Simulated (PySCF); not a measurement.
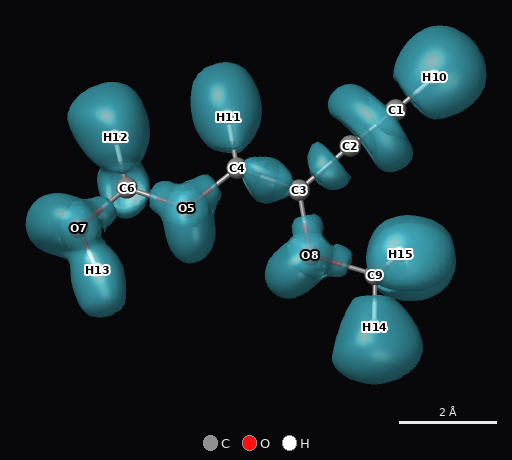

Figure. C$_{6}$H$_{7}$O$_{3}$ (SMILES C#C/C(=C/O[CH]O)OC) (doublet). Isosurface of the electron localisation function at 0.75 (cyan), seen across its widest extent. Only the valence region is drawn (cores and ρ < 0.01 e/Å³ removed).

Geometry: GFN2-xTB.

These are results of UKS B3LYP, pcH-1 on C H O, non-relativistic, mean-field spin-orbit, GIAO (PySCF), not measurements.

```xyz
16

C    -2.5514    1.8074   -0.1322
C    -1.5840    1.0912   -0.0701
C    -0.4937    0.2093    0.0131
C     0.7690    0.6856   -0.1802
O     1.8428   -0.1182   -0.1232
C     3.0857    0.3784   -0.1177
O     4.0838   -0.5109   -0.3763
O    -0.6796   -1.1285    0.2722
C    -2.0061   -1.5526    0.4514
H    -3.3705    2.4591   -0.1923
H     0.9290    1.7377   -0.3725
H     3.2820    1.3918   -0.4313
H     3.7280   -1.4007   -0.2560
H    -1.9534   -2.6230    0.6440
H    -2.6123   -1.3693   -0.4425
H    -2.4771   -1.0484    1.3019
```

### Identify the bonds, lone pairs and shells in this picture.

The ELF exceeds this value in three regions between bonded C–C atoms (shared pairs), six regions around hydrogen nuclei, two regions on O in which the atom's valence shell and bonds are merged and one joined region spread over several atoms (H, O), in which their bonds and any lone pairs are merged.

Values along the shortest contacts:
C–C (1.21 Å): the ELF peaks at about 0.85 between the atoms: a short, multiple covalent bond. C–O (1.34 Å): the ELF peaks at about 0.90 between the atoms (a shared but strongly polarised pair).
